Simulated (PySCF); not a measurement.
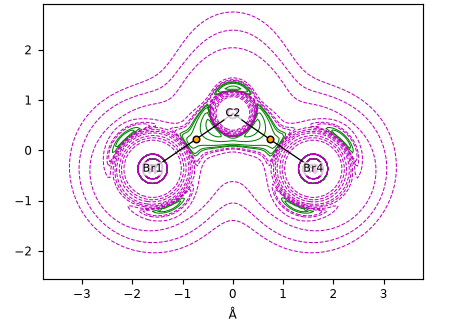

Figure 1: CHBr3, SMILES `BrC(Br)Br`. Negative Laplacian of the density (−∇²ρ) in the plane of Br1, C2 and Br4 (solid green lines positive, dashed magenta lines negative, contours at ±0.02 to ±8 a.u.), with bond paths and bond critical points (dots).

Level of theory: PBE/def2-TZVP (PySCF), at a geometry from GFN2-xTB. No frequency check shows the geometry to be a minimum. GFN2-xTB bond lengths at metals and heavier atoms can be off by up to 0.1 Å and shapes distorted, which carries into these values.

Cartesian coordinates (Å):

```
Br1      1.7823   -0.4773   -0.0475
C2       0.0000    0.0000    0.5568
Br3     -1.3046   -1.3049   -0.0475
Br4     -0.4778    1.7822   -0.0475
H5      -0.0001   -0.0002    1.6460
```

Q: At which bond critical points in this plane is charge locally concentrated, and at which depleted?

A: Concentrated (∇²ρ < 0): C2–Br4 and Br1–C2 (−0.12 a.u.). At none is it depleted.

Q: Where along C2–Br4 does the critical point lie?

A: 0.89 Å from C2 and 1.05 Å from Br4.

The PySCF run took 29 s on 1 thread of Arm Neoverse V2 (shared host), peak memory 0.61 GiB.
